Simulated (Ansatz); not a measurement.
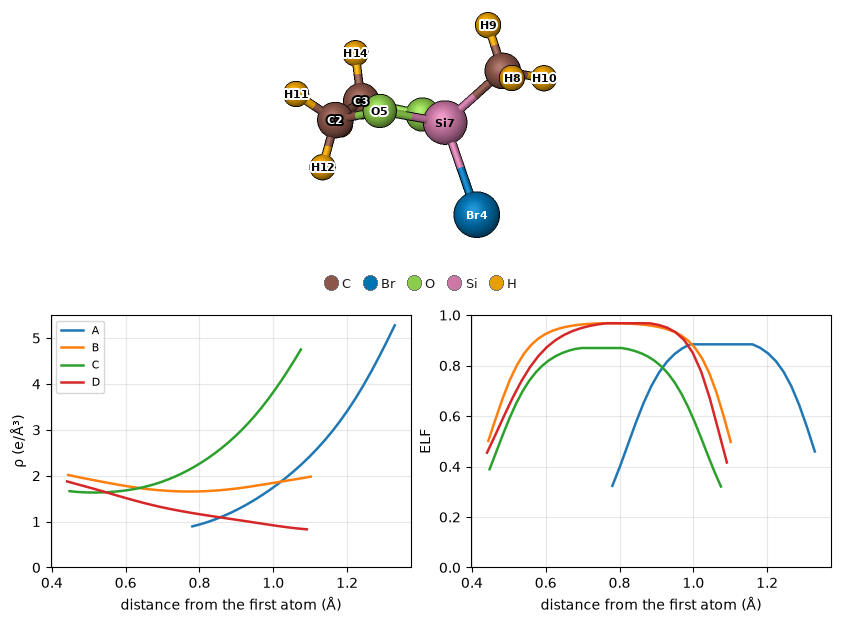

The picture shows: C₃H₇BrO₂Si (SMILES C[Si]1(Br)OCCO1). Total electron density and electron localisation function along straight lines between neighbouring atoms. The curves leave out the atomic cores. The structure is drawn too.

Geometry: PBE-D3(BJ)/def2-SVP.

These are results of isolated molecule in a Gaussian basis; Kohn-Sham density functional theory, functional PBE0 (Ansatz 0.2.0), not measurements.

```xyz
14

C     1.5346    2.4984   -0.5977
C     0.6502   -1.1437    0.9811
C    -0.6853   -0.6249    0.4009
Br    2.3384   -0.1849   -2.4281
O     1.6327   -0.1230    0.7658
O    -0.3828    0.1837   -0.7430
Si    1.2325    0.6678   -0.6706
H     2.6178    2.6994   -0.4794
H     0.9885    2.9384    0.2599
H     1.1937    2.9821   -1.5341
H     0.5739   -1.3511    2.0685
H     0.9626   -2.0836    0.4692
H    -1.3490   -1.4619    0.0980
H    -1.2281   -0.0078    1.1536
```

**Which curve belongs to which contact (C–C, C–O, C–Si and Si–O)? The first atom named is at distance zero.**

Curve A: Si–O (1.69 Å): the density is about 1.1 e/Å³ at the midpoint; the ELF peaks at about 0.90 between the atoms (a shared but strongly polarised pair). Curve B: C–C (1.55 Å): ρ at the midpoint is about 1.7 e/Å³; the ELF peaks at about 0.95 between the atoms, as expected for localised, covalent bonding. Curve C: C–O (1.43 Å): the density is about 1.9 e/Å³ at the midpoint, with its minimum of 1.6 e/Å³ about 0.5 Å from C; the ELF peaks at about 0.85 between the atoms, as expected for a polar covalent bond. Curve D: C–Si (1.86 Å): ρ at the midpoint is about 1 e/Å³; the ELF peaks at about 0.95 between the atoms, as expected for localised, covalent bonding.
